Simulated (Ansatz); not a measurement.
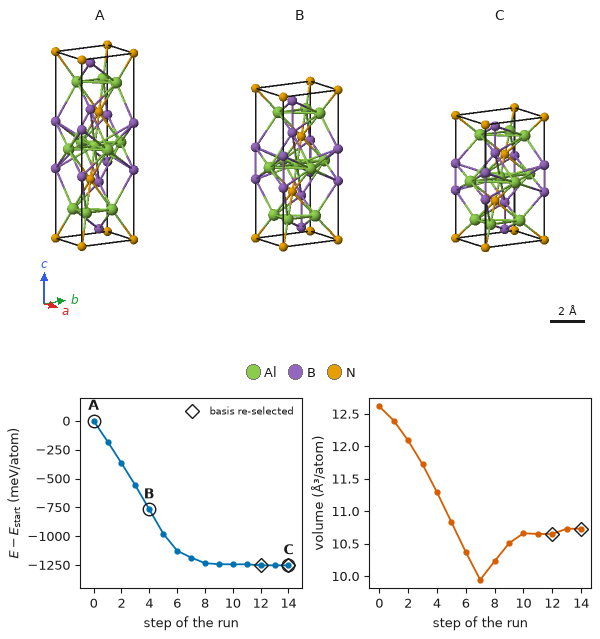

Frames of a relaxation of solid Al₃B₂N (a generated structure, set up in R-3m) (coarse preliminary run), marked on the history of the run. Style: ball-and-stick. Shown: the conventional cell (3 times the calculation's cell), slightly off an axis. Lengths and directions refer to the drawn axes.

The calculation used Ansatz 0.2.0, DFT PBE, scalar-relativistic, plane waves, PAW. Settings: plane-wave cutoff 420 eV; k-point mesh 6 × 6 × 6; occupations gaussian; smearing width 0.1 eV; no spin polarisation; cell and atoms relaxed; force threshold 0.04 eV/Å; at most 70 steps.

What happens along the run?

The energy falls by 1253 meV per atom in 12 accepted moves (14 points after the start). The largest force component goes from 0.45 to 0.016 eV/Å. The pressure goes from −2.71 to 0.02 GPa. At 2 points the geometry stayed and the basis and grid were re-selected for the new cell (energy shift of 8.6 meV per atom at most each time). The largest moves relative to the cell, 0.12 Å, are those of B atoms. Al and N stay in place. The drawn cell changes as follows: a = b 4.806 → 5.462 Å (+13.7 %), c 11.351 → 7.476 Å (−34.1 %); the volume changes by −14.9 %. Near-neighbour distances that change, for instance: B–B 2.854 → 1.637 Å, Al–B 2.735 → 2.299 Å, Al–N 2.346 → 2.010 Å, Al–Al 2.403 → 2.731 Å. New bonds form: B–B (2.85 → 1.64 Å). Bond angles that change, for instance: Al–N–Al 118.4° → 94.4°, Al–N–Al 61.6° → 85.6°, Al–Al–N 120.8° → 132.8°. The space group stays R-3m (No. 166). From step 0 to 4: B atoms move most (0.17 Å), volume −10.5 %, energy −768 meV per atom. From step 4 to 14: B atoms move most (0.02 Å), volume −5.0 %, energy −484 meV per atom.
